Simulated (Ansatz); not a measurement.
## Run report: ZrSiNH₈O₃F, geometry relaxation (part 2 of 2)

The same run, continued: ZrSiNH₈O₃F; RHF/def2-SVP (Ansatz 0.2.0). It belongs to a series of runs on one base structure; here: end point A relaxed.

Geometry of the input (Å):
```
Zr -0.2446  -0.3383  0.0346
N  -0.4247  -0.3768  2.1938
H  -1.2712  -0.1333  2.6836
H  0.1036  -0.9985  2.7842
O  1.5834  -0.6066  -0.4995
H  2.4483  -0.6690  -0.8618
O  -1.1787  1.1832  -0.6688
H  -1.4949  1.9921  -1.0276
F  -1.1897  -1.8701  -0.6423
O  1.3824  2.0267  1.5934
Si 3.0026  2.2190  1.8578
H  3.6579  0.9154  2.1267
H  3.5849  2.8101  0.6362
H  3.2620  3.1088  3.0144
H  0.8388  1.4911  2.1974
```

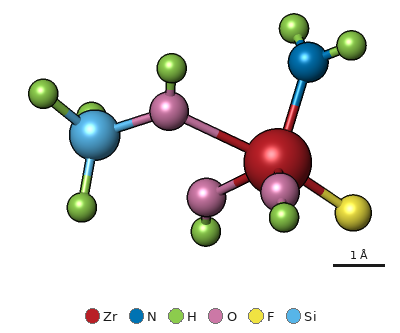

**Figure 1.** The geometry at step 19 of the log (ball-and-stick view, seen at a tilt).

**Trajectory as extended XYZ (Å, eV, eV/Å), 7 of the 37 frames kept, from step=1 to step=37**
```
15
Properties=species:S:1:pos:R:3:forces:R:3 step=1 energy=-19551.31074
Zr   -0.2446   -0.3383    0.0346   -0.0418   0.0830   1.3131
N    -0.4247   -0.3768    2.1938    0.1498   0.1263  -1.2327
H    -1.2712   -0.1333    2.6836    0.0585  -0.0123  -0.0321
H     0.1036   -0.9985    2.7842   -0.0230   0.0117  -0.0099
O     1.5834   -0.6066   -0.4995    0.0021  -0.0023   0.0075
H     2.4483   -0.6690   -0.8618   -0.0088  -0.0020   0.0066
O    -1.1787    1.1832   -0.6688    0.0026  -0.0106   0.0081
H    -1.4949    1.9921   -1.0276    0.0043   0.0071  -0.0062
F    -1.1897   -1.8701   -0.6423   -0.0089  -0.0070   0.0000
O     1.3824    2.0267    1.5934   -0.6760  -0.6615   0.6319
Si    3.0026    2.2190    1.8578   -0.0187  -0.0635  -0.0087
H     3.6579    0.9154    2.1267   -0.0049   0.0137   0.0136
H     3.5849    2.8101    0.6362   -0.0286   0.0186   0.0178
H     3.2620    3.1088    3.0144   -0.0094   0.0018  -0.0223
H     0.8388    1.4911    2.1974    0.6029   0.4972  -0.6867
15
Properties=species:S:1:pos:R:3:forces:R:3 step=7 energy=-19551.53959
Zr   -0.0150   -0.0462    0.2373   -0.0309  -0.0871   0.1717
N    -0.4444   -0.3633    2.2953   -0.1208  -0.2603   0.1469
H    -1.3965   -0.2889    2.6343    0.2399   0.0652  -0.0980
H    -0.0357   -1.1406    2.8034   -0.0580   0.2490  -0.1573
O     1.7830   -0.4948   -0.3399    0.1888  -0.0203  -0.0377
H     2.6020   -0.7241   -0.7390   -0.0829  -0.0431  -0.0226
O    -0.9878    1.4327   -0.5225   -0.0450   0.1175  -0.0494
H    -1.3374    2.1916   -0.9503   -0.0230  -0.0089  -0.0103
F    -0.9916   -1.5372   -0.5103    0.0146  -0.0067  -0.0549
O     1.2615    1.6204    1.5102   -0.1760  -0.1914   0.5215
Si    2.8630    2.1004    1.6442   -0.0034  -0.0298  -0.0753
H     3.7031    0.9495    2.0380    0.0117   0.0478  -0.0006
H     3.2807    2.6301    0.3340   -0.0337  -0.0187   0.0277
H     2.9512    3.1477    2.6846    0.0213  -0.0099  -0.0265
H     0.8243    1.2764    2.3029    0.0974   0.1966  -0.3353
15
Properties=species:S:1:pos:R:3:forces:R:3 step=13 energy=-19551.61337
Zr    0.0510    0.0107    0.3394   -0.1586  -0.1393  -0.0400
N    -0.6195   -0.5266    2.2430   -0.0061  -0.0093   0.0135
H    -1.5576   -0.3475    2.5637    0.0291  -0.0040  -0.0096
H    -0.2544   -1.2855    2.7948   -0.0042   0.0182  -0.0121
O     1.9351   -0.3669   -0.1196    0.1723  -0.0223  -0.0515
H     2.4797   -0.8588   -0.7131   -0.1035   0.0457   0.0662
O    -0.9016    1.5420   -0.3648   -0.0338   0.0053  -0.0265
H    -1.3407    2.1782   -0.8978    0.0057   0.0038   0.0018
F    -0.7060   -1.4036   -0.7598    0.0616   0.1067   0.0611
O     1.2798    1.5528    1.7148    0.0096  -0.0711   0.0398
Si    2.8742    2.0856    1.5326   -0.0323   0.0463   0.1060
H     3.8320    1.0565    1.9725   -0.0145  -0.0379  -0.0563
H     3.0535    2.4728    0.1239   -0.0225  -0.0297   0.0921
H     3.0354    3.2609    2.4204   -0.0184   0.0011  -0.0507
H     0.8992    1.3831    2.5722    0.1157   0.0864  -0.1339
15
Properties=species:S:1:pos:R:3:forces:R:3 step=19 energy=-19551.63897 accepted=F
Zr    0.0094    0.0213    0.3720    0.4914   0.2798   0.1167
N    -0.6670   -0.5864    2.2287   -0.0750  -0.0794  -0.1107
H    -1.6453   -0.7593    2.3962    0.0566  -0.0227   0.0900
H    -0.1358   -1.0212    2.9641   -0.0626   0.0458   0.0085
O     1.9797   -0.1403   -0.0184   -0.2527  -0.0745  -0.0465
H     2.4893   -0.6335   -0.6409   -0.0294  -0.0079  -0.0035
O    -1.0249    1.5147   -0.3106   -0.0553  -0.0775  -0.0800
H    -1.4775    2.1331   -0.8545    0.0129  -0.0265   0.0509
F    -0.5620   -1.4098   -0.8032   -0.0212   0.0194  -0.0067
O     1.2575    1.6142    1.6810   -0.2729  -0.0786   0.2875
Si    2.9191    1.9190    1.4853   -0.0822   0.0048  -0.0038
H     3.7509    0.7903    1.9251    0.0113   0.0199   0.0151
H     3.1879    2.3545    0.1107    0.0374   0.0302   0.0216
H     3.1608    3.0560    2.4088    0.0368   0.0074   0.0088
H     0.8184    1.9012    2.4775    0.2050  -0.0402  -0.3479
15
Properties=species:S:1:pos:R:3:forces:R:3 step=25 energy=-19551.68855
Zr    0.0253    0.0362    0.3777   -0.0254  -0.0047   0.0001
N    -0.6672   -0.6248    2.2097   -0.1490  -0.1442   0.1147
H    -1.5660   -1.0715    2.3326    0.2308   0.0769  -0.0206
H    -0.1538   -0.7126    3.0718   -0.0893   0.0422  -0.0933
O     1.9739   -0.1458   -0.0565    0.0063  -0.0037  -0.0139
H     2.4593   -0.6537   -0.6861    0.0140   0.0126   0.0037
O    -0.9716    1.5495   -0.3256   -0.0279   0.0644  -0.0579
H    -1.5255    2.1305   -0.8148    0.0478  -0.0511   0.0581
F    -0.6181   -1.3678   -0.7933   -0.0109   0.0074   0.0274
O     1.2642    1.5463    1.7144   -0.0265   0.1382   0.1197
Si    2.9285    1.8816    1.5074   -0.0678  -0.0143   0.0133
H     3.7609    0.7524    1.9370   -0.0037  -0.0035  -0.0039
H     3.2155    2.3535    0.1481    0.0006   0.0033   0.0115
H     3.1465    3.0077    2.4519    0.0013  -0.0102  -0.0057
H     0.7885    2.0724    2.3479    0.0996  -0.1133  -0.1531
15
Properties=species:S:1:pos:R:3:forces:R:3 step=31 energy=-19551.71129
Zr    0.0097    0.0363    0.3649    0.0334   0.1379   0.0631
N    -0.6391   -0.6808    2.1883   -0.0035  -0.0377   0.0149
H    -1.3069   -1.4297    2.2620   -0.0178  -0.0161  -0.0358
H    -0.3484   -0.4380    3.1172    0.0467   0.0678   0.0145
O     1.9578   -0.0979   -0.0879   -0.0334   0.0058   0.0123
H     2.5210   -0.5972   -0.6545    0.0195  -0.0250  -0.0156
O    -0.9538    1.5802   -0.3282    0.0077  -0.0311   0.0185
H    -1.5810    2.1829   -0.6813    0.0036  -0.0065  -0.0037
F    -0.6777   -1.4042   -0.7242   -0.0010   0.0092  -0.0043
O     1.2364    1.6122    1.6960   -0.1397   0.0998   0.0168
Si    2.9253    1.8234    1.5123   -0.0724   0.0294   0.0770
H     3.6627    0.6364    1.9579   -0.0076   0.0130  -0.0026
H     3.2889    2.2986    0.1723    0.0036   0.0010   0.0015
H     3.1946    2.9268    2.4731    0.0208  -0.0096  -0.0171
H     0.7708    2.3050    2.1543    0.1399  -0.2381  -0.1397
15
Properties=species:S:1:pos:R:3:forces:R:3 step=37 energy=-19551.71839
Zr    0.0106    0.0478    0.3467   -0.0057  -0.0006  -0.0102
N    -0.5912   -0.6587    2.1919   -0.0047  -0.0150  -0.0058
H    -1.2448   -1.4158    2.3023    0.0069   0.0099  -0.0034
H    -0.2784   -0.3754    3.1025    0.0004   0.0034   0.0071
O     1.9482   -0.1018   -0.1390   -0.0070  -0.0072   0.0013
H     2.5046   -0.6266   -0.6899   -0.0017   0.0049   0.0032
O    -0.9731    1.5864   -0.3311    0.0006  -0.0032   0.0063
H    -1.6053    2.1732   -0.7013    0.0027  -0.0019  -0.0011
F    -0.7051   -1.3983   -0.7190    0.0021   0.0030   0.0024
O     1.2231    1.6074    1.6540    0.0166   0.0145   0.0069
Si    2.9163    1.8176    1.5447   -0.0037   0.0088  -0.0011
H     3.6237    0.6139    1.9934   -0.0064   0.0029  -0.0022
H     3.3276    2.3012    0.2216   -0.0005  -0.0046   0.0039
H     3.1630    2.9041    2.5277   -0.0004  -0.0046  -0.0008
H     0.7410    2.2786    2.1177    0.0008  -0.0103  -0.0067
```

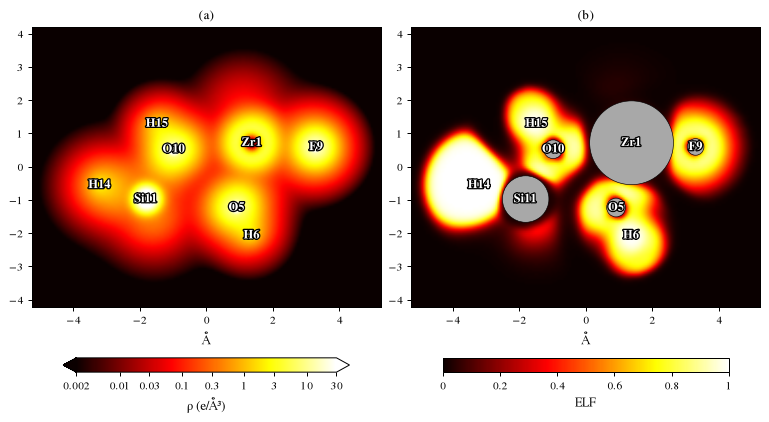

**Figure 2.** (a) total electron density; (b) ELF on the plane of atoms O10, Si11 and H14. Grey discs, where drawn, cover atomic cores. The section cuts through Zr, O, H, F and Si sites. Si–O (1.71 Å): ρ is about 0.97 e/Å³ halfway; the ELF peaks at about 0.90 between the atoms, which marks a shared but strongly polarised pair. Zr–O (2.00 Å): ρ at the midpoint is about 0.75 e/Å³; the ELF peaks at about 0.85 in the valence shell of O, 0.6 Å from its nucleus, and drops to about 0.20 between the two atoms.

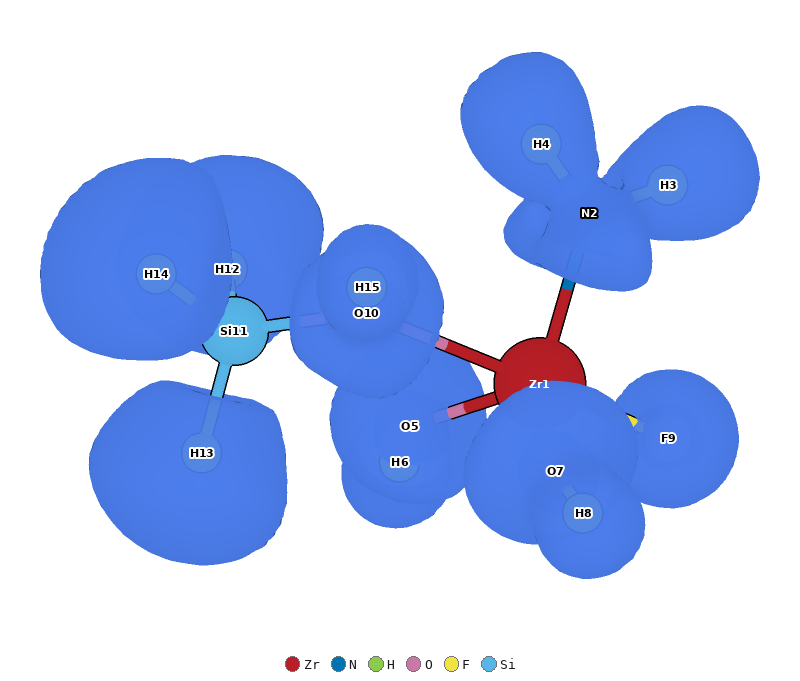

**Figure 3.** Isosurface of the ELF at 0.75 (blue), seen face on. Core shells and regions of very low density are left out. Zr–F (1.93 Å): the ELF peaks at about 0.85 in the valence shell of F, 0.5 Å from its nucleus, and drops to about 0.20 between the two atoms.

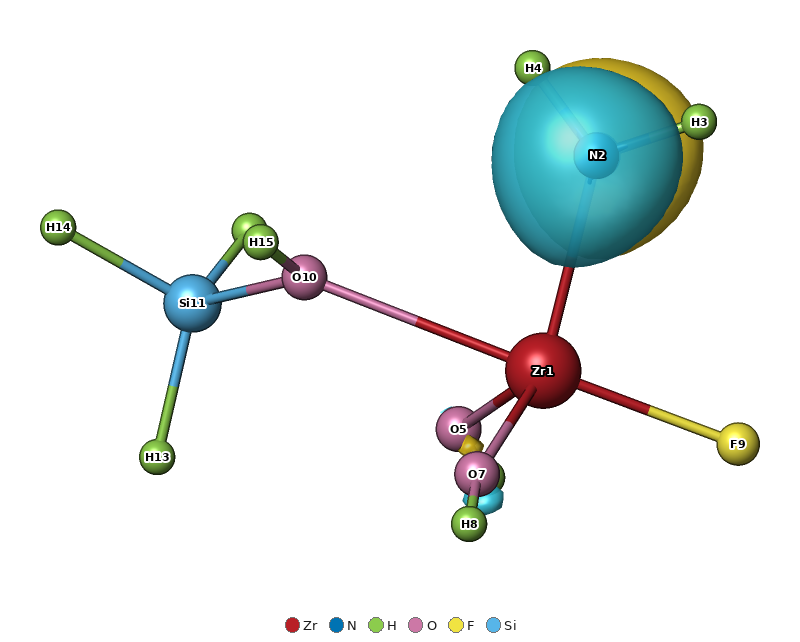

**Figure 4.** One frontier orbital at ±0.2 Å⁻³ᐟ² (yellow and cyan are the two phases), seen at a tilt. The HOMO, at −10.22 eV.

**Key numbers**

| quantity | value |
| --- | --- |
| outcome | converged |
| total energy | −19551.7184 eV |
| mean-field energy | −19551.7184 eV |
| largest force (length of the vector) at the end | 0.023 eV/Å |
| wall time | 89 s (CPU time 5.3 min) |
| peak memory | 0.48 GiB |
